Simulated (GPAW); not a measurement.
**KMgF3 (Pm-3m): G0W0 on several meshes in GPAW**

Wanted: mesh dependence and cost of G0W0 for KMgF3 (Pm-3m).

Main program and level: GPAW 26.7.0; PBE and many-body steps on it, plane waves.

## (1) Set-up

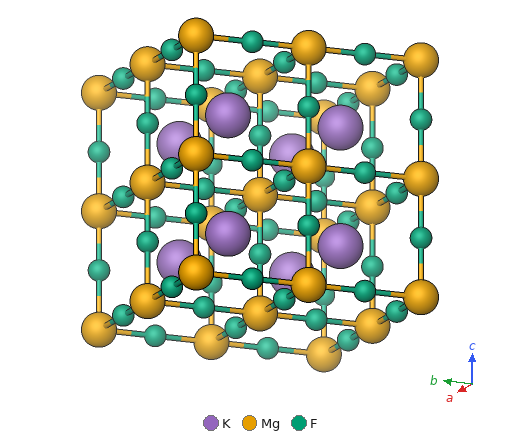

Start, viewed from a free direction; potassium purple, magnesium orange, fluorine teal. 2×2×2 cells are drawn. Some periodic images of atoms are drawn too.

Structure file:

```
K Mg F
1.0
     3.98590    0.00000    0.00000
     0.00000    3.98590    0.00000
     0.00000    0.00000    3.98590
K Mg F
1 1 3
Cartesian
  1.9930 1.9930 1.9930
  0.0000 0.0000 0.0000
  1.9930 0.0000 0.0000
  0.0000 1.9930 0.0000
  0.0000 0.0000 1.9930
```

The cell and positions come from the Crystallography Open Database and are kept as given unless a step says otherwise.

## (2) Empty states on the mesh, 4×4×4 mesh, 301 bands

This step: GPAW 26.7.0; DFT, PBE, plane waves, PAW.

The sums over transitions need many empty states on a uniform mesh; this step solves for them.

File run.py:

```python
import json
import numpy as np
from gpaw.mpi import world
from gpaw import GPAW

calc = GPAW('gs.gpw').fixed_density(kpts={'size': (4, 4, 4), 'gamma': True},
    parallel={'domain': 1, 'band': 1},
    txt='nscf.txt')
calc.diagonalize_full_hamiltonian(nbands=301)
calc.write('full.gpw', mode='all')
res = {}
kpts = calc.get_ibz_k_points()
res['kpts'] = kpts
res['eigenvalues'] = [calc.get_eigenvalues(kpt=k) for k in range(len(kpts))]
res['n_electrons'] = calc.get_number_of_electrons()

if world.rank == 0:
    with open('result.json', 'w') as f:
        json.dump(res, f, default=lambda x: x.tolist())
```

Run with:

```bash
$ mpirun -n 4 gpaw python run.py
```

Numbers of over 12 decimals in the logs are rounded to 6 here.

Output:

```text
Diagonalizing LCAO Hamiltonian
Converting LCAO to pw mode
convergence criteria:
- Maximum integral of absolute [eigenst]ate change: 4e-08 eV^2 / valence electron
maximum number of iterations: 100

SCF iterations
|iter     |     time |      energy | eigst |  dens |
|iter:   1|  |             | +0.91 |       |
|iter:   2|  |             | +0.52 |       |
|iter:   3|  |             | -0.16 |       |
[...]
|iter:  33|  |             | -6.99 |       |
|iter:  34|  |             | -7.25 |       |
|iter:  35|  |             | -7.43c|       |
SCF steps: 35
  __  _  _
 | _ |_)|_||  |
 |__||  | ||/\| - 26.7.0

Input parameters:
  mode=PW(ecut=600.0),
  convergence={'density': 1e-06, 'bands': -3},
  gpts=array([24, 24, 24]),
  kpts=MonkhorstPack(size=(4, 4, 4), gamma=True),
  maxiter=100,
  nbands=28,
  occupations=Occupations(name='fermi-dirac', width=0.001, fixmagmom=False),
  parallel={'domain': 1, 'band': 1},
  xc=XC(name='PBE')
Matrix size: 2103x2103
# Writing to full.gpw (mode='all')
  [... matrices ...]

timing:  # [seconds]
  Total: 28.061  # ━━━━━━━━━━━━━━━━━━━━━━━━━━━━━━━━━━━━━━━━━━━━━━━━━━━━━━━━━━
```

Wall time 40 s (4 MPI ranks of Arm Neoverse V1, shared host); peak memory 2.2 GiB.

Numbers from this step:

```yaml
gap: 7.326 eV
k_of_the_valence_top: 0.5, 0.5, 0.5
k_of_the_conduction_bottom: 0, 0, 0
least_direct_gap: 7.646 eV
k_points_computed: 10
lowest_point_of_the_top_converged_band_above_the_valence_top: 150.2109 eV
```

On this mesh the gap is 7.326 eV.

## (3) 4×4×4

G0W0 replaces the xc potential by the self-energy, built once from these orbitals. Only a window of levels is corrected, while the sums run over the empty bands that the input names.

This step: G0W0 on PBE, plane waves, PAW.

File run.py:

```python
import json
import numpy as np
from gpaw.mpi import world
from gpaw.response.g0w0 import G0W0

gw = G0W0('full.gpw',
    filename='gw',
    kpts=[0, 9],
    bands=(18, 22),
    ecut=96,
    nbands=135,
    integrate_gamma='WS',
    ppa=True)
gw.calculate()
res = {mode: {k: v for k, v in r.items() if k != 'sigma_eskwn'}
       for mode, r in gw.all_results.items()}

if world.rank == 0:
    with open('result.json', 'w') as f:
        json.dump(res, f, default=lambda x: x.tolist())
```

Run with:

```bash
$ mpirun -n 4 gpaw python run.py
```

Output:

```text
Using integrator: PointIntegrator
FrequencyGridDescriptor(from 0.000+0.000j to 0.000+27.211j eV, 2 points)
Nonperiodic BCs:  [False False False]
Using integrator: PointIntegrator
FrequencyGridDescriptor(from 0.000+0.000j to 0.000+27.211j eV, 2 points)
Nonperiodic BCs:  [False False False]
  ___  _ _ _
 |   || | | |
 | | || | | |
 |__ ||_____|
 |___|

BZ k-points: Symmetries present (total): 48

  [... matrices ...]
64 k-points: 4 x 4 x 4 Monkhorst-Pack grid + [1/8,1/8,1/8]
10 k-points in the irreducible part of the Brillouin zone
       k-points in crystal coordinates                weights
   0:     0.00000000    0.00000000    0.00000000          1/64
   1:     0.25000000    0.00000000    0.00000000          6/64
   2:     0.25000000    0.25000000    0.00000000         12/64
   3:     0.25000000    0.25000000    0.25000000          8/64
   4:     0.50000000    0.00000000    0.00000000          3/64
   5:     0.50000000    0.25000000    0.00000000         12/64
   6:     0.50000000    0.25000000    0.25000000         12/64
   7:     0.50000000    0.50000000    0.00000000          3/64
   8:     0.50000000    0.50000000    0.25000000          6/64
   9:     0.50000000    0.50000000    0.50000000          1/64

Distributing spins, k-points and bands (1 x 2 x 4) over 4 processes
Number of blocks: 1

Quasi particle states:
k-points (IBZ indices): [0, 9]
Band range: (18, 22)
  [... matrices ...]
Computational parameters:
Plane wave cut-off: 96 eV
Number of bands: 135
Coulomb cutoff: None
Broadening: 0.1 eV

fxc modes: GW
Kernel: RPA
Using Godby-Needs plasmon-pole approximation:
  Fitting energy: i*E0, E0 = 1.000 Hartree
Summing all q:

Calculating screened Coulomb potential
No Coulomb truncation
FrequencyGridDescriptor(from 0.000+0.000j to 0.000+27.211j eV, 2 points)
Removing empty qpoint cache files...

Calculating chi0 body with:
    Ground state adapter containing:
    Number of spins: 1
    Number of kpoints: 64
    Number of irreducible kpoints: 10
    Number of completely occupied states: 20
    Number of partially occupied states: 20
    Occupied states memory: 4.21875 M / cpu

    Linear response parametrization:
    q_c: [0.0, 0.0, 0.0]
    Number of frequency points: 2
    Planewave cutoff: 96.0
    Number of bands: 135
    Number of planewaves: 147
    Broadening (eta): 1e-06
    comm.size: 4
    kncomm.size: 4
    blockcomm.size: 1

    Memory estimate of potentially large arrays:
        chi0_wGG: 0.659454 M / cpu
Integrating chi0 body.

Symmetries of q_c:
    Direct symmetries (Uq -> q): 48
    Indirect symmetries (TUq -> q): 0
In total 48 allowed symmetries.

  [... matrices ...]
10 groups of equivalent kpoints. 84.375% reduction.

Integral kind: response function
Integrating chi0 head and wings.

Symmetries of q_c:
    Direct symmetries (Uq -> q): 48
    Indirect symmetries (TUq -> q): 0
In total 48 allowed symmetries.

  [... matrices ...]
10 groups of equivalent kpoints. 84.375% reduction.

Integral kind: response function wings

Calculating chi0 body with:
    Ground state adapter containing:
    Number of spins: 1
    Number of kpoints: 64
    Number of irreducible kpoints: 10
    Number of completely occupied states: 20
    Number of partially occupied states: 20
    Occupied states memory: 4.21875 M / cpu

    Linear response parametrization:
[... the further q-points ...]

Results:
f:      Occupation numbers
eps:     KS-eigenvalues [eV]
vxc:     KS vxc [eV]
exx:     Exact exchange [eV]
sigma:   Self-energies [eV]
dsigma:  Self-energy derivatives
Z:       Renormalization factors
qp:      QP-energies [eV]

k-point 0 (0): (0.000, 0.000, 0.000)                GW
band       f     eps     vxc     exx   sigma  dsigma       Z      qp
                                                                   GW
  18   1.000   0.242 -24.013 -31.643   4.808  -0.212   0.825  -2.087
  19   1.000   0.242 -24.013 -31.646   4.808  -0.212   0.825  -2.089
  20   0.000   7.888 -11.767  -7.119  -3.047  -0.116   0.896   9.323
  21   0.000  10.635 -10.553  -5.112  -3.052  -0.113   0.899  12.783

k-point 1 (9): (0.500, 0.500, 0.500)                GW
band       f     eps     vxc     exx   sigma  dsigma       Z      qp
                                                                   GW
  18   1.000   0.563 -24.163 -31.897   4.924  -0.214   0.824  -1.751
  19   1.000   0.563 -24.163 -31.898   4.924  -0.214   0.824  -1.752
  20   0.000  11.002 -11.951  -6.271  -3.136  -0.117   0.895  13.280
  21   0.000  11.002 -11.951  -6.271  -3.136  -0.117   0.895  13.280
```

It took 56 s on 4 MPI ranks; peak memory 1.4 GiB; 3.7 min of CPU time.

This step gave:

```
G0W0 gap on the points computed              : 11.07 eV
least direct G0W0 gap on the computed points : 11.41 eV
Z at the valence top                         : 0.8236
Z at the conduction bottom                   : 0.8963
starting gap on the mesh                     : 7.326 eV
k of the valence top                         : 0.5, 0.5, 0.5
k of the conduction bottom                   : 0, 0, 0
```

The gap on the mesh goes from 7.33 eV to 11.07 eV, a correction of +3.75 eV.

## (4) Empty states on the mesh, 2×2×2 mesh, 145 bands

This step: DFT, PBE, plane waves, PAW.

File run.py:

```python
import json
import numpy as np
from gpaw.mpi import world
from gpaw import GPAW

calc = GPAW('gs.gpw').fixed_density(kpts={'size': (2, 2, 2), 'gamma': True},
    nbands=169,
    convergence={'bands': 145},
    txt='nscf.txt')
calc.write('full.gpw', mode='all')
res = {}
kpts = calc.get_ibz_k_points()
res['kpts'] = kpts
res['eigenvalues'] = [calc.get_eigenvalues(kpt=k) for k in range(len(kpts))]
res['n_electrons'] = calc.get_number_of_electrons()

if world.rank == 0:
    with open('result.json', 'w') as f:
        json.dump(res, f, default=lambda x: x.tolist())
```

Run with:

```bash
$ mpirun -n 4 gpaw python run.py
```

Output:

```text
Diagonalizing LCAO Hamiltonian
Converting LCAO to pw mode
convergence criteria:
- Maximum integral of absolute [eigenst]ate change: 4e-08 eV^2 / valence electron
maximum number of iterations: 100

SCF iterations
|iter     |     time |      energy | eigst |  dens |
|iter:   1|  |             | +4.23 |       |
|iter:   2|  |             | +2.99 |       |
|iter:   3|  |             | +1.83 |       |
[...]
|iter:  12|  |             | -6.93 |       |
|iter:  13|  |             | -7.28 |       |
|iter:  14|  |             | -7.84c|       |
SCF steps: 14
  __  _  _
 | _ |_)|_||  |
 |__||  | ||/\| - 26.7.0

Input parameters:
  mode=PW(ecut=600.0),
  convergence={'bands': 145},
  gpts=array([24, 24, 24]),
  kpts=MonkhorstPack(size=(2, 2, 2), gamma=True),
  maxiter=100,
  nbands=169,
  occupations=Occupations(name='fermi-dirac', width=0.001, fixmagmom=False),
  parallel={},
  xc=XC(name='PBE')
# Writing to full.gpw (mode='all')
  [... matrices ...]

timing:  # [seconds]
  Total: 0.031  # ━━━━━━━━━━━━━━━━━━━━━━━━━━━━━━━━━━━━━━━━━━━━━━━━━━━━━━━━━━━
```

Elapsed: 14 s, on 4 MPI ranks; peak memory 0.8 GiB.

This step gave:

- gap: 7.326 eV
- k of the valence top: 0.5, 0.5, 0.5
- k of the conduction bottom: 0, 0, 0
- least direct gap: 7.646 eV
- k points computed: 4
- lowest point of the top converged band, above the valence top: 85.9117 eV

On this mesh the gap is 7.326 eV.

## (5) 2×2×2

This step: G0W0 on PBE, plane waves, PAW.

File run.py:

```python
import json
import numpy as np
from gpaw.mpi import world
from gpaw.response.g0w0 import G0W0

gw = G0W0('full.gpw',
    filename='gw',
    kpts=[0, 3],
    bands=(18, 22),
    ecut=96,
    nbands=135,
    integrate_gamma='WS',
    ppa=True)
gw.calculate()
res = {mode: {k: v for k, v in r.items() if k != 'sigma_eskwn'}
       for mode, r in gw.all_results.items()}

if world.rank == 0:
    with open('result.json', 'w') as f:
        json.dump(res, f, default=lambda x: x.tolist())
```

Run with:

```bash
$ mpirun -n 4 gpaw python run.py
```

Output:

```text
Using integrator: PointIntegrator
FrequencyGridDescriptor(from 0.000+0.000j to 0.000+27.211j eV, 2 points)
Nonperiodic BCs:  [False False False]
Using integrator: PointIntegrator
FrequencyGridDescriptor(from 0.000+0.000j to 0.000+27.211j eV, 2 points)
Nonperiodic BCs:  [False False False]
  ___  _ _ _
 |   || | | |
 | | || | | |
 |__ ||_____|
 |___|

BZ k-points: Symmetries present (total): 48

  [... matrices ...]
8 k-points: 2 x 2 x 2 Monkhorst-Pack grid + [1/4,1/4,1/4]
4 k-points in the irreducible part of the Brillouin zone
       k-points in crystal coordinates                weights
   0:     0.00000000    0.00000000    0.00000000          1/8
   1:     0.50000000    0.00000000    0.00000000          3/8
   2:     0.50000000    0.50000000    0.00000000          3/8
   3:     0.50000000    0.50000000    0.50000000          1/8

Distributing spins, k-points and bands (1 x 2 x 4) over 4 processes
Number of blocks: 1

Quasi particle states:
k-points (IBZ indices): [0, 3]
Band range: (18, 22)
  [... matrices ...]
Computational parameters:
Plane wave cut-off: 96 eV
Number of bands: 135
Coulomb cutoff: None
Broadening: 0.1 eV

fxc modes: GW
Kernel: RPA
Using Godby-Needs plasmon-pole approximation:
  Fitting energy: i*E0, E0 = 1.000 Hartree
Summing all q:

Calculating screened Coulomb potential
No Coulomb truncation
FrequencyGridDescriptor(from 0.000+0.000j to 0.000+27.211j eV, 2 points)
Removing empty qpoint cache files...

Calculating chi0 body with:
    Ground state adapter containing:
    Number of spins: 1
    Number of kpoints: 8
    Number of irreducible kpoints: 4
    Number of completely occupied states: 20
    Number of partially occupied states: 20
    Occupied states memory: 4.21875 M / cpu

    Linear response parametrization:
    q_c: [0.0, 0.0, 0.0]
    Number of frequency points: 2
    Planewave cutoff: 96.0
    Number of bands: 135
    Number of planewaves: 147
    Broadening (eta): 1e-06
    comm.size: 4
    kncomm.size: 4
    blockcomm.size: 1

    Memory estimate of potentially large arrays:
        chi0_wGG: 0.659454 M / cpu
Integrating chi0 body.

Symmetries of q_c:
    Direct symmetries (Uq -> q): 48
    Indirect symmetries (TUq -> q): 0
In total 48 allowed symmetries.

  [... matrices ...]
4 groups of equivalent kpoints. 50.0% reduction.

Integral kind: response function
Integrating chi0 head and wings.

Symmetries of q_c:
    Direct symmetries (Uq -> q): 48
    Indirect symmetries (TUq -> q): 0
In total 48 allowed symmetries.

  [... matrices ...]
4 groups of equivalent kpoints. 50.0% reduction.

Integral kind: response function wings

Calculating chi0 body with:
    Ground state adapter containing:
    Number of spins: 1
    Number of kpoints: 8
    Number of irreducible kpoints: 4
    Number of completely occupied states: 20
    Number of partially occupied states: 20
    Occupied states memory: 4.21875 M / cpu

    Linear response parametrization:
[... the further q-points ...]

Results:
f:      Occupation numbers
eps:     KS-eigenvalues [eV]
vxc:     KS vxc [eV]
exx:     Exact exchange [eV]
sigma:   Self-energies [eV]
dsigma:  Self-energy derivatives
Z:       Renormalization factors
qp:      QP-energies [eV]

k-point 0 (0): (0.000, 0.000, 0.000)                GW
band       f     eps     vxc     exx   sigma  dsigma       Z      qp
                                                                   GW
  18   1.000   0.242 -24.013 -31.675   4.806  -0.214   0.824  -2.111
  19   1.000   0.242 -24.013 -31.676   4.808  -0.214   0.824  -2.111
  20   0.000   7.888 -11.767  -7.055  -3.110  -0.118   0.895   9.321
[...]
k-point 1 (3): (0.500, 0.500, 0.500)                GW
band       f     eps     vxc     exx   sigma  dsigma       Z      qp
                                                                   GW
[...]
20   0.000  11.002 -11.951  -6.256  -3.168  -0.117   0.895  13.266
  21   0.000  11.002 -11.951  -6.256  -3.168  -0.117   0.895  13.266
```

Wall time 10 s (4 MPI ranks); peak memory 1.2 GiB; 41 s of CPU time.

This step gave:

* G0W0 gap on the points computed: 11.09 eV
* least direct G0W0 gap on the computed points: 11.43 eV
* Z at the valence top: 0.8229
* Z at the conduction bottom: 0.8947
* starting gap on the mesh: 7.326 eV
* k of the valence top: 0.5, 0.5, 0.5
* k of the conduction bottom: 0, 0, 0

Against G0W0 in GPAW (4×4×4 mesh, 135 bands, screening to 96 eV, Godby-Needs plasmon pole), the gap moves by +0.016 eV.

## (6) Side by side

Times are wall times on 4 MPI ranks of Arm Neoverse V1, shared host, good to a factor of about two.

```tsv
run	mesh	bands	screening cutoff (eV)	DFT gap (eV)	gap on the mesh (eV)	direct (eV)	time
4×4×4	4×4×4	135	96	7.326	11.074	11.409	56 s
2×2×2	2×2×2	135	96	7.326	11.090	11.432	10 s
```

## (7) Outcome

* 4×4×4: 11.074 eV
* 2×2×2: 11.090 eV
* known limits: not at the basis limit; coarse k mesh

2×2×2: +0.016 eV against 4×4×4. Bands and cutoff are finite, so the gap is not at the basis limit. The miss can reach some tenths of an eV and take either sign; the mesh is an error of its own. These stock PAW sets were not made for GW. In the G0W0 runs levels were corrected at 2 k points alone, so a gap called «on the mesh» is the least over those, and an edge elsewhere would be missed. The 4×4×4 mesh is coarse for this cell, which bears on the long-range parts of exchange and screening. Mesh or cutoff lie under what a gap needs, so these runs test behaviour and cost; their gaps are not to be quoted. This is the ideal cubic cell; many perovskites, halides above all, are cubic only on average, and local tilts or off-centring can widen the gap.

[Paths, hosts, dates, memory and timing lines, banners, echoed tables and standing remarks are left out of the program output.]

[Logs are printed without paths, hosts, clocks, repeated set-up lines and the standing remarks that a program may print on its own settings, such as how far it seeks lower states.]

[Runs of the session that timed out or met a known fault of the program may be left out.]

[Hosts, paths, dates, database ids (printed as entryN), source tags and the programs' standing remarks are cut or masked in the printed files.]
